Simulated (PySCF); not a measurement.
**GeHF (SMILES [F][GeH]): r2SCAN/STO-6G**

Aim: the vertical singlet–triplet gap of GeHF at r2SCAN/STO-6G, from 2 runs. The job is set up through a Python script.

The results are computed with PySCF 2.14.0.

4 further runs of the same task are left out: 4 set aside as unsound or not needed.

## Step 1: The system as given

The species is GeHF (3 atoms), meant as a singlet with charge 0. As SMILES, `[F][GeH]`. The shape is that of a PBE0-D4/def2-TZVP optimisation.

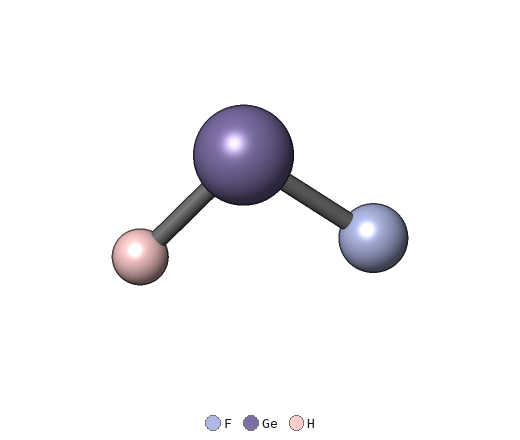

Viewed from a chosen angle; fluorine light blue, germanium purple, hydrogen pink.

## Step 2: A single-point energy at r2SCAN/STO-6G

The input, geometry.xyz:

```xyz
3

F      0.672100     1.012600     0.469700
Ge    -0.657900     0.195200    -0.335600
H     -0.025200    -1.272700    -0.147400
```

The input, input.py:

```python
# [F][GeH]
from pyscf import gto, dft

mol = gto.M(
    atom='geometry.xyz',
    charge=0,
    max_memory=1860,
    basis='sto-6g',
    verbose=4,
)

mf = dft.RKS(mol, xc='r2scan')
mf.conv_tol = 1e-10
mf.grids.level = 5
mf.kernel()
if not mf.converged:
    mf = mf.newton().run(mf.mo_coeff, mf.mo_occ)

e_final = mf.e_tot
print('E = %.10f Eh' % e_final)
```

Run with:

```bash
$ OMP_NUM_THREADS=1 python input.py
```

Standard output:

```text
PySCF version 2.14.0

[INPUT] num. atoms = 3
[INPUT] num. electrons = 42
[INPUT] charge = 0
[INPUT] spin (= nelec alpha-beta = 2S) = 0
[INPUT] symmetry False subgroup None
[INPUT] Mole.unit = angstrom
[INPUT] Symbol           X                Y                Z      unit          X                Y                Z       unit  Magmom
[INPUT]  1 F      0.672100000000   1.012600000000   0.469700000000 AA    1.270084928320   1.913536673735   0.887604360708 Bohr   0.0
[INPUT]  2 Ge    -0.657900000000   0.195200000000  -0.335600000000 AA   -1.243250817351   0.368874539515  -0.634192087404 Bohr   0.0
[INPUT]  3 H     -0.025200000000  -1.272700000000  -0.147400000000 AA   -0.047621098339  -2.405054438734  -0.278545630761 Bohr   0.0

nuclear repulsion = 99.212640404302
number of shells = 12
number of NR pGTOs = 144
number of NR cGTOs = 24
basis = sto-6g
ecp = {}

******** <class 'pyscf.dft.rks.RKS'> ********
method = RKS
initial guess = minao
damping factor = 0
level_shift factor = 0
DIIS = <class 'pyscf.scf.diis.CDIIS'>
diis_start_cycle = 1
diis_space = 8
diis_damp = 0
SCF conv_tol = 1e-10
SCF conv_tol_grad = None
SCF max_cycles = 50
direct_scf = True
direct_scf_tol = 1e-13
XC library pyscf.dft.libxc version 7.0.0
    S. Lehtola, C. Steigemann, M. J.T. Oliveira, and M. A.L. Marques.,  SoftwareX 7, 1–5 (2018)
XC functionals = r2scan
    J. W. Furness, A. D. Kaplan, J. Ning, J. P. Perdew, and J. Sun.,  J. Phys. Chem. Lett. 11, 8208-8215 (2020)
    J. W. Furness, A. D. Kaplan, J. Ning, J. P. Perdew, and J. Sun.,  J. Phys. Chem. Lett. 11, 9248-9248 (2020)
    J. W. Furness, A. D. Kaplan, J. Ning, J. P. Perdew, and J. Sun.,  J. Phys. Chem. Lett. 11, 8208-8215 (2020)
    J. W. Furness, A. D. Kaplan, J. Ning, J. P. Perdew, and J. Sun.,  J. Phys. Chem. Lett. 11, 9248-9248 (2020)
radial grids:
    Treutler-Ahlrichs [JCP 102, 346 (1995); DOI:10.1063/1.469408] (M4) radial grids

becke partition: Becke, JCP 88, 2547 (1988); DOI:10.1063/1.454033
pruning grids: <function nwchem_prune>
grids dens level: 5
symmetrized grids: False
atomic radii adjust function: <function treutler_atomic_radii_adjust>
small_rho_cutoff = 0
Set gradient conv threshold to 1e-05
Initial guess from minao.
tot grids = 112160
init E= -2163.66873400558
  HOMO = -0.462953002741026  LUMO = -0.348729111379805  gap/eV = 3.10819
cycle= 1 E= -2165.48690542874  delta_E= -1.82  |g|= 0.35  |ddm|=    2
  HOMO = 0.0416929989635417  LUMO = 0.0555950559413912  gap/eV = 0.37829
cycle= 2 E= -2165.01542275245  delta_E= 0.471  |g|= 1.25  |ddm|= 2.32
  HOMO = 0.0150472184949783  LUMO = 0.0172449175098991  gap/eV = 0.05980
cycle= 3 E= -2163.6922705478  delta_E= 1.32  |g|= 1.31  |ddm|= 3.13
  HOMO = -0.102880173563786  LUMO = -0.0116627225706912  gap/eV = 2.48215
cycle= 4 E= -2165.52540018672  delta_E= -1.83  |g|= 0.224  |ddm|= 3.16
  HOMO = -0.0931739445220471  LUMO = -0.0115977241790832  gap/eV = 2.21980
cycle= 5 E= -2165.54235695804  delta_E= -0.017  |g|= 0.0723  |ddm|= 0.261
  HOMO = -0.0519331388559645  LUMO = -0.00431901971800863  gap/eV = 1.29565
cycle= 6 E= -2165.54465519271  delta_E= -0.0023  |g|= 0.0123  |ddm|= 0.155
  HOMO = -0.0445911902617799  LUMO = -0.00414964564913656  gap/eV = 1.10047
cycle= 7 E= -2165.54475040895  delta_E= -9.52e-05  |g|= 0.00445  |ddm|= 0.0427
  HOMO = -0.0419907773172648  LUMO = -0.0038489148363493  gap/eV = 1.03789
cycle= 8 E= -2165.54475940208  delta_E= -8.99e-06  |g|= 0.000162  |ddm|= 0.00968
  HOMO = -0.0419789079822609  LUMO = -0.00385196556404921  gap/eV = 1.03749
cycle= 9 E= -2165.54475942059  delta_E= -1.85e-08  |g|= 5.36e-05  |ddm|= 0.000712
  HOMO = -0.0420183556409373  LUMO = -0.0038572861247595  gap/eV = 1.03842
cycle= 10 E= -2165.54475942234  delta_E= -1.74e-09  |g|= 5.74e-06  |ddm|= 0.0002
  HOMO = -0.0420152540274734  LUMO = -0.0038567417322089  gap/eV = 1.03835
cycle= 11 E= -2165.54475942236  delta_E= -1.82e-11  |g|= 2.33e-07  |ddm|= 2.15e-05
  HOMO = -0.0420152891653627  LUMO = -0.00385677099603854  gap/eV = 1.03835
Extra cycle  E= -2165.54475942236  delta_E= -1.82e-12  |g|= 2.67e-07  |ddm|= 2.78e-06
converged SCF energy = -2165.54475942236
E = -2165.5447594224 Eh
```

It took 7.2 s on 1 thread of Arm Neoverse N1, shared host; peak memory 0.2 GiB.

## Step 3: The triplet, same level

The input, job.py:

```python
from pyscf import gto, dft

mol = gto.M(
    atom='''
F        0.672100       1.012600       0.469700
Ge      -0.657900       0.195200      -0.335600
H       -0.025200      -1.272700      -0.147400
''',
    verbose=4,
    basis='sto-6g',
    max_memory=1860,
    spin=2,
)

ks = dft.UKS(mol)
ks.xc = 'r2scan'
ks.conv_tol = 1e-10
ks.grids.level = 5
ks.kernel()
if not ks.converged:
    ks = ks.newton().run(ks.mo_coeff, ks.mo_occ)

etot = ks.e_tot
print('E(%s) = %.9f' % ('R2SCAN', etot))
```

Run with:

```bash
$ OMP_NUM_THREADS=1 python job.py
```

Standard output:

```text
PySCF version 2.14.0

[INPUT] num. atoms = 3
[INPUT] num. electrons = 42
[INPUT] charge = 0
[INPUT] spin (= nelec alpha-beta = 2S) = 2
[INPUT] symmetry False subgroup None
[INPUT] Mole.unit = angstrom
[INPUT] Symbol           X                Y                Z      unit          X                Y                Z       unit  Magmom
[INPUT]  1 F      0.672100000000   1.012600000000   0.469700000000 AA    1.270084928320   1.913536673735   0.887604360708 Bohr   0.0
[INPUT]  2 Ge    -0.657900000000   0.195200000000  -0.335600000000 AA   -1.243250817351   0.368874539515  -0.634192087404 Bohr   0.0
[INPUT]  3 H     -0.025200000000  -1.272700000000  -0.147400000000 AA   -0.047621098339  -2.405054438734  -0.278545630761 Bohr   0.0

nuclear repulsion = 99.212640404302
number of shells = 12
number of NR pGTOs = 144
number of NR cGTOs = 24
basis = sto-6g
ecp = {}

******** <class 'pyscf.dft.uks.UKS'> ********
method = UKS
initial guess = minao
damping factor = 0
level_shift factor = 0
DIIS = <class 'pyscf.scf.diis.CDIIS'>
diis_start_cycle = 1
diis_space = 8
diis_damp = 0
SCF conv_tol = 1e-10
SCF conv_tol_grad = None
SCF max_cycles = 50
direct_scf = True
direct_scf_tol = 1e-13
number electrons alpha = 22  beta = 20
XC library pyscf.dft.libxc version 7.0.0
    S. Lehtola, C. Steigemann, M. J.T. Oliveira, and M. A.L. Marques.,  SoftwareX 7, 1–5 (2018)
XC functionals = r2scan
    J. W. Furness, A. D. Kaplan, J. Ning, J. P. Perdew, and J. Sun.,  J. Phys. Chem. Lett. 11, 8208-8215 (2020)
    J. W. Furness, A. D. Kaplan, J. Ning, J. P. Perdew, and J. Sun.,  J. Phys. Chem. Lett. 11, 9248-9248 (2020)
    J. W. Furness, A. D. Kaplan, J. Ning, J. P. Perdew, and J. Sun.,  J. Phys. Chem. Lett. 11, 8208-8215 (2020)
    J. W. Furness, A. D. Kaplan, J. Ning, J. P. Perdew, and J. Sun.,  J. Phys. Chem. Lett. 11, 9248-9248 (2020)
radial grids:
    Treutler-Ahlrichs [JCP 102, 346 (1995); DOI:10.1063/1.469408] (M4) radial grids

becke partition: Becke, JCP 88, 2547 (1988); DOI:10.1063/1.454033
pruning grids: <function nwchem_prune>
grids dens level: 5
symmetrized grids: False
atomic radii adjust function: <function treutler_atomic_radii_adjust>
small_rho_cutoff = 0
Set gradient conv threshold to 1e-05
tot grids = 112160
init E= -2163.66873400558
[... the frontier-level lines of each cycle are left out ...]


cycle= 1 E= -2165.40850845005  delta_E= -1.74  |g|= 0.257  |ddm|= 1.62
cycle= 2 E= -2164.97563031266  delta_E= 0.433  |g|= 0.652  |ddm|= 1.92


cycle= 3 E= -2165.33804865523  delta_E= -0.362  |g|= 0.446  |ddm|= 1.65


cycle= 4 E= -2165.48579722229  delta_E= -0.148  |g|= 0.0759  |ddm|= 0.793


cycle= 5 E= -2165.49079102703  delta_E= -0.00499  |g|= 0.032  |ddm|= 0.242


cycle= 6 E= -2165.49162360329  delta_E= -0.000833  |g|= 0.00948  |ddm|= 0.0707


cycle= 7 E= -2165.49174726412  delta_E= -0.000124  |g|= 0.000918  |ddm|= 0.0333


cycle= 8 E= -2165.49174879399  delta_E= -1.53e-06  |g|= 0.000269  |ddm|= 0.0032


cycle= 9 E= -2165.49174891828  delta_E= -1.24e-07  |g|= 6.9e-05  |ddm|= 0.000985


cycle= 10 E= -2165.49174892396  delta_E= -5.68e-09  |g|= 1.83e-05  |ddm|= 0.000241


cycle= 11 E= -2165.49174892439  delta_E= -4.25e-10  |g|= 4.08e-06  |ddm|= 5.1e-05


cycle= 12 E= -2165.49174892441  delta_E= -2.14e-11  |g|= 7.88e-07  |ddm|= 1.39e-05


Extra cycle  E= -2165.4917489244  delta_E= 7.28e-12  |g|= 2.47e-06  |ddm|= 1.09e-05
converged SCF energy = -2165.4917489244  <S^2> = 2.0009994  2S+1 = 3.0006662
E(R2SCAN) = -2165.491748924
```

It took 12 s on 1 thread of Arm Neoverse N1, shared host; peak memory 0.22 GiB.

## Step 4: Results

Level: r2SCAN/STO-6G.

```
                                        quantity           value
                           singlet: total energy  -2165.54476 Eh
                          singlet: dipole moment          0.27 D
                            singlet: HOMO energy        -1.14 eV
                            singlet: LUMO energy        -0.10 eV
                          singlet: HOMO–LUMO gap         1.04 eV
                           triplet: total energy  -2165.49175 Eh
                          triplet: dipole moment          0.17 D
     triplet: HOMO energy (highest over α and β)        -1.12 eV
                                   triplet: ⟨S²⟩           2.001
vertical energy of the triplet above the singlet        1.442 eV
```

In words: At this shape the triplet lies 1.44 eV (139 kJ/mol) above the singlet. In a minimal basis such a difference can be off by several eV, whatever the method. Mulliken charges (singlet) run from -0.17 on F1 to +0.34 on Ge2. Mulliken charges (triplet) run from -0.15 on F1 to +0.22 on Ge2.
